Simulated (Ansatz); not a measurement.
# HF/3-21G run of CH5InO2 (SMILES [CH3][In]([OH])[OH])

Aim: the vertical ionisation energy of CH5InO2 at HF/3-21G, from 2 runs. 

The results are computed with Ansatz 0.2.0.

57 further runs of the same task are left out: 1 that didn't finish, 56 set aside as unsound or not needed. Runs told in other sessions of the task aren't counted.

## 1. Starting point

CH5InO2: 9 atoms, total charge 0, spin state singlet. As SMILES, `[CH3][In]([OH])[OH]`. Geometry: relaxed at PBE0-D4/def2-TZVP. This is one conformer, not always the lowest.

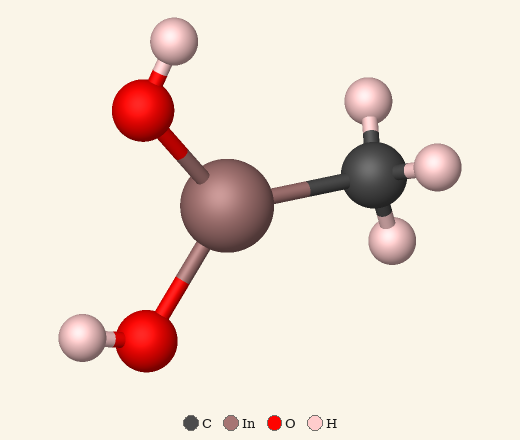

The structure, seen from a chosen angle (carbon dark grey, indium brown, oxygen red, hydrogen pink).

## 2. The energy at HF/3-21G

Contents of run.yaml:

```yaml
crystal:
  periodic: [false, false, false]
  atoms:
    - {symbol: C, position_ang: [-0.086600, 0.920200, -1.366200]}
    - {symbol: In, position_ang: [0.122900, -0.336100, 0.337800]}
    - {symbol: O, position_ang: [1.440800, -1.806000, 0.500900]}
    - {symbol: O, position_ang: [-0.898600, -0.312900, 2.048600]}
    - {symbol: H, position_ang: [-1.126400, 0.929200, -1.692800]}
    - {symbol: H, position_ang: [0.212100, 1.936300, -1.107700]}
    - {symbol: H, position_ang: [0.547500, 0.548900, -2.169800]}
    - {symbol: H, position_ang: [1.365500, -2.243400, 1.353100]}
    - {symbol: H, position_ang: [-1.577100, 0.363700, 2.096100]}
basis:
  gaussian: {orbitals: 3-21G-spherical.json}
magnetization: {spin_polarized: false, initial_magnetization: 0}
total_charge: 0
accuracy: high
output: {orbitals: {seedname: orbitals}}
hamiltonian: {xc: hf}
```

The basis set 3-21G is read from a file made from the Basis Set Exchange's data (not shown).

Started as:

```bash
$ ansatz run run.yaml --threads 1 --pin off --max-ram 3480MiB --events-out events.jsonl --progress --plain --runs-dir runs
```

What it wrote:

```text
Warning: RAYON_NUM_THREADS=1 ignored (pool sized by the plan → 1); use --threads N
Functional definition: HF
  name "HF"
  exchange = exact_x
  correlation = 0
1451 factors; integrals over basis functions are off by at most 1.8e-8 eV
mean field evaluation 1: about -160657.0139 eV, gradient 5.1e1 eV
mean field evaluation 2: about -160657.2365 eV, gradient 5.2e1 eV
mean field evaluation 4: about -160662.1230 eV, gradient 2.2e0 eV
mean field evaluation 8: about -160662.1683 eV, gradient 2.0e-1 eV
mean field evaluation 16: about -160662.1686 eV, gradient 3.6e-8 eV
mean field -160662.16857796 eV, -5904.2257945107 hartree, gradient 3.6e-8 eV, S^2 0.000000; 0 other end points of the search recorded, 0 dependent functions left out
reference -160662.16857796 eV, -5904.2257945107 hartree; 38, 38 occupied and 30, 30 virtual orbitals, 1451 factors
Total energy: -160662.16857796 eV, -5904.2257945107 hartree
```

Run time: 1.4 s. Hardware: 1 thread of Arm Neoverse V2, shared host; peak memory 0.19 GiB.

## 3. The doublet cation at the same level

Contents of in.yaml:

```yaml
crystal:
  periodic: [false, false, false]
  atoms:
    - symbol: C
      position_ang: [-0.086600, 0.920200, -1.366200]
    - symbol: In
      position_ang: [0.122900, -0.336100, 0.337800]
    - symbol: O
      position_ang: [1.440800, -1.806000, 0.500900]
    - symbol: O
      position_ang: [-0.898600, -0.312900, 2.048600]
    - symbol: H
      position_ang: [-1.126400, 0.929200, -1.692800]
    - symbol: H
      position_ang: [0.212100, 1.936300, -1.107700]
    - symbol: H
      position_ang: [0.547500, 0.548900, -2.169800]
    - symbol: H
      position_ang: [1.365500, -2.243400, 1.353100]
    - symbol: H
      position_ang: [-1.577100, 0.363700, 2.096100]
basis:
  gaussian:
    orbitals: 3-21G-spherical.json
accuracy: high
total_charge: 1
magnetization:
  spin_polarized: true
  initial_magnetization: 1
output: {orbitals: {seedname: orbitals}}
hamiltonian:
  xc: hf
```

The basis set 3-21G is read from a file made from the Basis Set Exchange's data (not shown).

Started as:

```bash
$ ansatz run in.yaml --threads 1 --pin off --max-ram 3480MiB --events-out events.jsonl --progress --plain --runs-dir runs
```

What it wrote, cut to the lines that bear on the results:

```text
Warning: RAYON_NUM_THREADS=1 ignored (pool sized by the plan → 1); use --threads N
[... 2 set-up lines as earlier in the session ...]
[...]
1450 factors; integrals over basis functions are off by at most 1.8e-8 eV
[...]
mean field -160653.79348111 eV, -5903.9180153786 hartree, gradient 2.7e-8 eV, S^2 0.754118; 5 other end points of the search recorded, 0 dependent functions left out
reference -160653.79348111 eV, -5903.9180153786 hartree; 38, 37 occupied and 30, 31 virtual orbitals, 1450 factors
Total energy: -160653.79348111 eV, -5903.9180153786 hartree
```

It took 13 s on 1 thread of Arm Neoverse V2, shared host; peak memory 0.41 GiB.

## 4. Results

At HF/3-21G:

| quantity | value |
| --- | --- |
| singlet CH5InO2: total energy | -5904.22579 Eh |
| singlet CH5InO2: HOMO energy | -10.92 eV |
| singlet CH5InO2: LUMO energy | 2.26 eV |
| singlet CH5InO2: HOMO–LUMO gap | 13.18 eV |
| doublet cation: total energy | -5903.91802 Eh |
| doublet cation: HOMO energy (highest over α and β) | -15.73 eV |
| doublet cation: LUMO energy (lowest over α and β) | -6.17 eV |
| doublet cation: ⟨S²⟩ | 0.754 |
| vertical ionisation energy (to the doublet cation) | 8.375 eV |

In words: The vertical ionisation energy comes to 8.38 eV (193 kcal/mol). The negative HOMO energy of the first species, 10.92 eV, lies 2.54 eV above that difference. Relativity is left out (singlet CH5InO2) although the molecule holds a heavy atom. Relativity is left out (doublet cation) although the molecule holds a heavy atom.
